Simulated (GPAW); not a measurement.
# Work function of WSi2As4 monolayer at several levels, part 2 of 2

Aim: the work function of both faces of WSi2As4 monolayer, and its spread over functionals and bases. Where a layer proves gapped, the work function hangs on where the smearing puts the Fermi level, and the band edges take its place.

GPAW 26.7.0; GPAW, PAW setups; layer in a repeated cell with vacuum, relaxation of atoms and in-plane cell (the session's first sound run).

So far, upper work function (eV): step 3 (plane waves, PBE) 4.44; step 4 (LDA) 4.72; step 5 (revPBE) 4.34; step 6 (GPAW, PAW setups) 4.66; step 7 (RPBE) 4.33.

### Step 8. Self-consistent run: xc = "vdW-DF2"

Level of this step: GPAW, PAW setups; slab in vacuum (GPAW).

The same geometry under vdW-DF2, to see how far the functional moves the levels against the vacuum (the van der Waals functionals take revPBE setups).

Input file run.py:

```python
import json
import numpy as np
from ase import Atoms
from gpaw import GPAW, PW

slab = Atoms(
    ['As', 'Si', 'As', 'W', 'As', 'Si', 'As'],
    positions=[
        [-0.00000, 0.00000, 9.00000],
        [-0.00000, 2.08655, 10.12545],
        [-0.00000, 2.08655, 12.50330],
        [-0.00000, 0.00000, 13.99987],
        [-0.00000, 2.08655, 15.49644],
        [-0.00000, 2.08655, 17.87429],
        [-0.00000, 0.00000, 18.99974]],
    cell=[[3.61402, 0.0, 0.0], [-1.80701, 3.12983, 0.0], [0.0, 0.0, 27.9997]],
    pbc=[True, True, False])

slab.calc = GPAW(mode=PW(400), xc='vdW-DF2', kpts={'size': (9, 9, 1), 'gamma': True},
                 occupations={'name': 'fermi-dirac', 'width': 0.05}, nbands='200%',
                 convergence={'density': 1e-05}, maxiter=200,
                 poissonsolver={'dipolelayer': 'xy'},
                 symmetry={'tolerance': 1e-3}, txt='slab.txt')
result = {}
energy = slab.get_potential_energy()
fermi = slab.calc.get_fermi_level()
v = slab.calc.get_electrostatic_potential().mean((0, 1)) - fermi
n = slab.calc.get_pseudo_density().mean((0, 1))
L = slab.cell[2, 2]
z = np.arange(len(v)) * L / len(v)
low, high = slab.positions[:, 2].min(), slab.positions[:, 2].max()
below, above = np.interp([low - 6.8, high + 6.8], z, v)
slopes = [np.interp(x, z, np.gradient(v, z)) for x in (low - 6.8, high + 6.8)]
eps = np.array([[slab.calc.get_eigenvalues(k, s) for k in range(len(slab.calc.get_ibz_k_points()))]
                for s in range(slab.calc.get_number_of_spins())]) - fermi
top, bottom = eps[eps < 0].max(), eps[eps > 0].min()
dipole = slab.get_dipole_moment()[2]
print(f'energy {energy:.4f} eV, Fermi level {fermi:.4f} eV, dipole {dipole:.5f} e A')
print(f'potential 6.8 A off the faces, from the Fermi level: lower {below:.4f} eV, upper {above:.4f} eV')
print(f'slope of the potential there: lower {slopes[0]:.5f}, upper {slopes[1]:.5f} eV/A')
print(f'nearest levels on the mesh: {top:.4f} and {bottom:.4f} eV')
print('magnetic moment', round(slab.get_magnetic_moment(), 3))
result.update(energy=energy, fermi=fermi, dipole=dipole, below=below, above=above, slopes=slopes, edges=[top, bottom],
              z=z.tolist(), v=v.tolist(), n=n.tolist(), positions=slab.positions.tolist(),
              forces=slab.get_forces(apply_constraint=False).tolist(), moments=slab.get_magnetic_moments().tolist())
json.dump(result, open('result.json', 'w'))
```

Started as:

```
OMP_NUM_THREADS=1 OPENBLAS_NUM_THREADS=1 python run.py
```

Output:

```text
energy -492.9988 eV, Fermi level 0.6091 eV, dipole 0.00072 e A
potential 6.8 A off the faces, from the Fermi level: lower 4.8709 eV, upper 4.8572 eV
slope of the potential there: lower -0.00037, upper 0.00037 eV/A
nearest levels on the mesh: -0.2875 and 0.2583 eV
magnetic moment 0.0
```

Elapsed: 2.3 min, on 1 thread of Arm Neoverse V1, shared host; peak memory 0.49 GiB.

This step gave:

* dipole along the normal: 7.21e-4 e·Å
* levels nearest the Fermi level on the mesh: -0.2875, 0.2583 eV from the Fermi level
* upper work function: 4.857 eV
* lower work function: 4.871 eV
* upper ionisation energy: 5.145 eV

The highest filled level lies 0.288 eV under the Fermi level, so the ionisation energy from the upper face is 4.857 + 0.288 = 5.145 eV, against 4.791 eV in the base run.

### Step 9. Real-space grid: mode = "fd"

A real-space grid is a second complete basis, so it checks the plane-wave result.

run.py: that of step 8 with these lines changed.

```diff
@@ -3,3 +3,3 @@
 from ase import Atoms
-from gpaw import GPAW, PW
+from gpaw import GPAW
 
@@ -18,3 +18,3 @@
 
-slab.calc = GPAW(mode=PW(400), xc='vdW-DF2', kpts={'size': (9, 9, 1), 'gamma': True},
+slab.calc = GPAW(mode='fd', h=0.18, xc='PBE', kpts={'size': (9, 9, 1), 'gamma': True},
                  occupations={'name': 'fermi-dirac', 'width': 0.05}, nbands='200%',
```

Output:

```text
energy -41.2806 eV, Fermi level -4.4487 eV, dipole 0.00086 e A
potential 6.8 A off the faces, from the Fermi level: lower 4.4555 eV, upper 4.4419 eV
slope of the potential there: lower -0.00000, upper 0.00000 eV/A
nearest levels on the mesh: -0.3509 and 0.3609 eV
magnetic moment 0.0
```

Elapsed: 3.5 min, on 1 thread; peak memory 0.73 GiB.

This step gave:

```
dipole along the normal                    : 8.58e-4 e·Å
levels nearest the Fermi level on the mesh : -0.3509, 0.3609 eV from the Fermi level
upper work function                        : 4.442 eV
lower work function                        : 4.456 eV
upper ionisation energy                    : 4.793 eV
```

The highest filled level lies 0.351 eV under the Fermi level, so the ionisation energy from the upper face is 4.442 + 0.351 = 4.793 eV, against 4.791 eV in the base run.

### Step 10. Atomic orbitals: mode = "lcao"

Atom-centred orbitals end a few angstrom from the surface, which tests how much the density's tail matters.

run.py: that of step 9 with these lines changed.

```diff
@@ -18,4 +18,4 @@
 
-slab.calc = GPAW(mode='fd', h=0.18, xc='PBE', kpts={'size': (9, 9, 1), 'gamma': True},
-                 occupations={'name': 'fermi-dirac', 'width': 0.05}, nbands='200%',
+slab.calc = GPAW(mode='lcao', basis='dzp', h=0.18, xc='PBE', kpts={'size': (9, 9, 1), 'gamma': True},
+                 occupations={'name': 'fermi-dirac', 'width': 0.05}, nbands='120%',
                  convergence={'density': 1e-05}, maxiter=200,
```

Output:

```text
energy -40.2136 eV, Fermi level -4.2238 eV, dipole 0.00086 e A
potential 6.8 A off the faces, from the Fermi level: lower 4.2307 eV, upper 4.2170 eV
slope of the potential there: lower -0.00000, upper -0.00000 eV/A
nearest levels on the mesh: -0.3581 and 0.3761 eV
magnetic moment 0.0
```

Run time: 1.8 min. Hardware: 1 thread; peak memory 0.34 GiB.

Numbers from this step:

```
dipole along the normal                    : 8.59e-4 e·Å
levels nearest the Fermi level on the mesh : -0.3581, 0.3761 eV from the Fermi level
upper work function                        : 4.217 eV
lower work function                        : 4.231 eV
upper ionisation energy                    : 4.575 eV
```

The highest filled level lies 0.358 eV under the Fermi level, so the ionisation energy from the upper face is 4.217 + 0.358 = 4.575 eV, against 4.791 eV in the base run.

### Step 11. All levels side by side

Times are for 1 thread of Arm Neoverse V1, shared host. The series side by side:

```csv
no.,run,upper ionisation energy (eV),time,memory (GiB)
1,pw,4.791,96 s,0.27
2,LDA,5.069,90 s,0.27
3,revPBE,4.686,95 s,0.27
4,optPBE vdW,5.019,1.9 min,0.49
5,RPBE,4.681,95 s,0.27
6,vdW DF2,5.145,2.3 min,0.49
7,fd,4.793,3.5 min,0.73
8,lcao,4.575,1.8 min,0.34
```

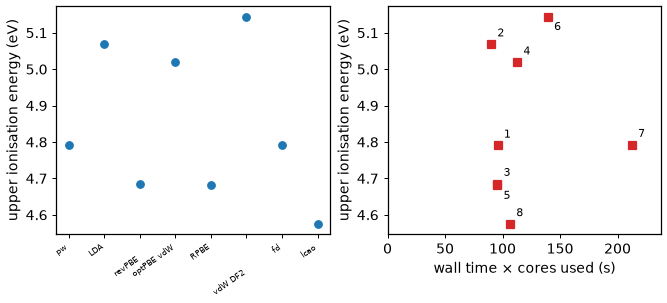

The series as plots; the last panel sets the first result against cost, with the runs numbered as in the table.

### Step 12. Side by side

Results and costs are gathered.

This step: comparison of work functions, dipole and cost (GPAW 26.7.0).

Ladder, by row:

```csv
step,code,"work function, upper (eV)","work function, lower (eV)",dipole (e Å),wall time (s),peak memory (GiB),threads
pw,GPAW,4.44,4.454,7.19e-4,95.73,0.27,1
LDA,GPAW,4.717,4.731,7.17e-4,90.06,0.27,1
revPBE,GPAW,4.336,4.349,7.19e-4,95.41,0.27,1
optPBE-vdW,GPAW,4.663,4.677,7.19e-4,112.7,0.49,1
RPBE,GPAW,4.332,4.345,7.19e-4,95.42,0.27,1
vdW-DF2,GPAW,4.857,4.871,7.21e-4,139.4,0.49,1
fd,GPAW,4.442,4.456,8.58e-4,212.5,0.73,1
lcao,GPAW,4.217,4.231,8.59e-4,106.5,0.34,1
```

### Step 13. A changed run

One more run, with changed settings.

This step: GPAW, PAW setups; slab in vacuum (GPAW 26.7.0).

run.py: that of step 10 with these lines changed.

```diff
@@ -3,3 +3,4 @@
 from ase import Atoms
-from gpaw import GPAW
+from gpaw import GPAW, PW
+from gpaw.external import ConstantElectricField
 
@@ -18,6 +19,7 @@
 
-slab.calc = GPAW(mode='lcao', basis='dzp', h=0.18, xc='PBE', kpts={'size': (9, 9, 1), 'gamma': True},
-                 occupations={'name': 'fermi-dirac', 'width': 0.05}, nbands='120%',
-                 convergence={'density': 1e-05}, maxiter=200,
+slab.calc = GPAW(mode=PW(400), xc='PBE', kpts={'size': (9, 9, 1), 'gamma': True},
+                 occupations={'name': 'fermi-dirac', 'width': 0.05}, nbands='200%',
+                 convergence={'density': 1e-05}, maxiter=100,
                  poissonsolver={'dipolelayer': 'xy'},
+                 external=ConstantElectricField(1.5, [0, 0, 1]),
                  symmetry={'tolerance': 1e-3}, txt='slab.txt')
```

Output:

```text
energy -42.2346 eV, Fermi level -0.6444 eV, dipole 1.47206 e A
potential 6.8 A off the faces, from the Fermi level: lower 19.0123 eV, upper -3.9652 eV
slope of the potential there: lower -0.64131, upper 0.01757 eV/A
nearest levels on the mesh: -0.0581 and 0.0392 eV
magnetic moment 0.0
```

Elapsed: 8 min, on 1 thread; peak memory 0.47 GiB.

The run finished. A setting was moved off its sound value on purpose, so it serves as a test and not as the result.

The fault put into the input: a field far too strong (field = 1.5).

Side by side:

```csv
quantity,this run,sound run,difference
dipole along the normal (e·Å),1.4721,7.187e-4,1.47
```

The two runs differ clearly in the dipole along the normal: 1.47 e·Å against 7.2e-4 e·Å.

### Step 14. Results

- work function, upper and lower face (Fermi level placed in the gap by the smearing): 4.440 and 4.454 eV
- ionisation energy from the upper face (highest filled level on the mesh): 4.79 eV
- electron affinity from the upper face (lowest empty Kohn-Sham level on the mesh): 4.08 eV
- dipole along the normal: 7.2e-4 e Å

With plane waves and PBE the ionisation energy from the upper face is 4.79 eV and the Kohn-Sham electron affinity 4.08 eV. The levels nearest the Fermi level on the mesh lie 0.711 eV apart, so the slab is gapped there: the smearing puts the Fermi level inside the gap, and from either face the ionisation energy is the work function plus 0.35 eV. Both are Kohn-Sham levels on the mesh, and semilocal gaps are too small, so the affinity tends to come out too large and the ionisation energy too small. Work functions of a gapped slab move with the place of the Fermi level in the gap; over the runs without a planted fault the highest filled level on the mesh lies 4.58 (lcao) to 5.14 eV (vdW-DF2) under the upper vacuum level. With elements this heavy, spin-orbit coupling can move band edges by tenths of an eV. The small printed dipole stands for a step of -11 meV from the lower to the upper face, and the probes find -14 meV; values this small are near the numerical noise of both. The layer's cell and atoms come from the relaxation; spin-orbit coupling and temperature are left out.

[Logs are printed without paths, hosts, clocks, repeated set-up lines and the standing remarks that a program may print on its own settings, such as how far it seeks lower states.]

[Hosts, paths, dates, database ids (printed as entryN), source tags and the programs' standing remarks are cut or masked in the printed files.]
